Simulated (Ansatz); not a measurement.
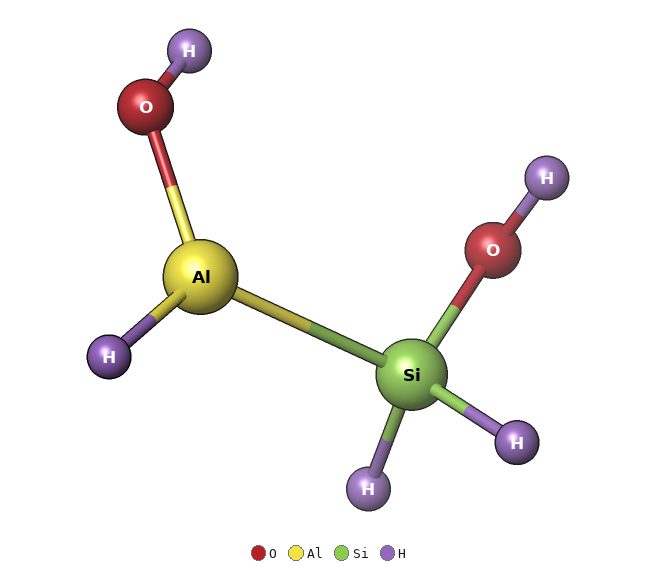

Rendered structure (ball-and-stick style).

The geometry was computed by an optimisation with PBE0-D4/def2-TZVP.

> Which formula does it have?

AlH5O2Si, 9 atoms: 1 aluminium, 5 hydrogen, 2 oxygen and 1 silicon.

> Give the symmetry (Schoenflies symbol).

C1.

> Name functional groups in it.

Among them: Si–H bond, Si–O bond.

The parts below concern this one geometry. Atoms keep their numbers from picture to picture.

### Geometry

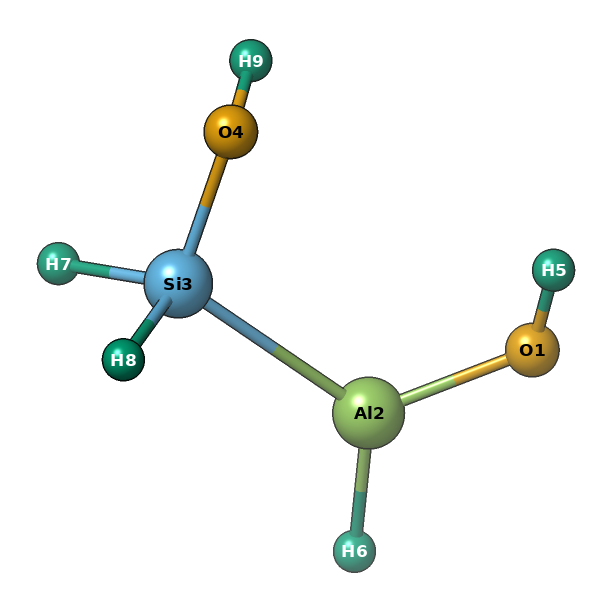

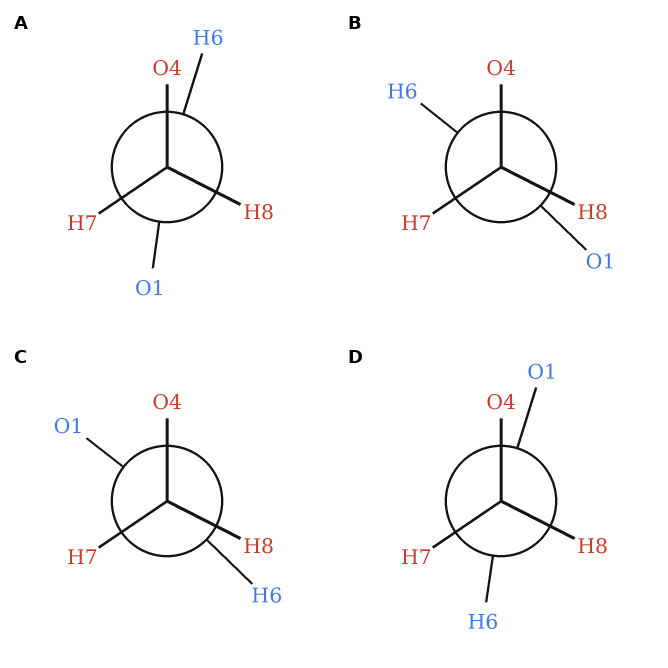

Depth is shown by fading: the farther an atom, the more it takes the colour of the background. Bonds that would overlap in a projection are set slightly apart.

> Which Newman projection shows the view along Si3–Al2, with Si3 in front?

D. The torsion angle O4–Si3–Al2–O1 is 8°, synperiplanar (eclipsed).

### Vibrations

Harmonic vibrations computed with RKS PBE0-D4/def2-TZVP (Ansatz 0.2.0) at a stationary point of the same level.

> How many vibrational modes are there, and where do they lie?

21 modes: 55, 75, 140, 244, 308, 362, 435, 511, 593, 686, 713, 820, 841, 863, 900, 933, 1929, 2158, 2202, 3927, 3951 cm⁻¹.

### Levels of theory compared

Program: Ansatz 0.2.0.

Tabulate dipole (D), HOMO energy (eV), HOMO–LUMO gap (eV) at these levels: B3LYP-D4/def2-TZVPP; PBE-D4/def2-TZVPP; r2SCAN-D4/def2-TZVPP; ωB97M-V/def2-TZVPP.

```
               level  dipole (D)  HOMO energy (eV)  HOMO–LUMO gap (eV)
 B3LYP-D4/def2-TZVPP        1.44             −6.94                5.28
   PBE-D4/def2-TZVPP        1.49             −5.93                3.73
r2SCAN-D4/def2-TZVPP        1.51             −6.19                4.21
  ωB97M-V/def2-TZVPP        1.44             −9.14                9.32
```

### Charges

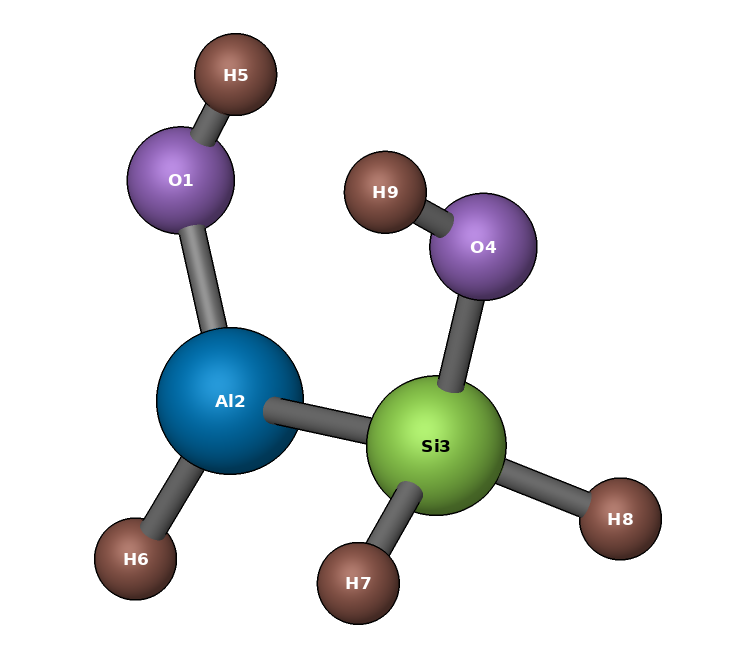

The questions are on Mulliken charges. Method: RKS PBE0-D4/def2-TZVP (Ansatz 0.2.0).

List the Mulliken charges.

```tsv
atom	value (e)
O1	−0.55
Al2	0.45
Si3	0.15
O4	−0.53
H5	0.32
H6	−0.09
H7	−0.04
H8	−0.02
H9	0.32
```

Mulliken values depend strongly on the basis set and can even reverse the polarity of a bond.
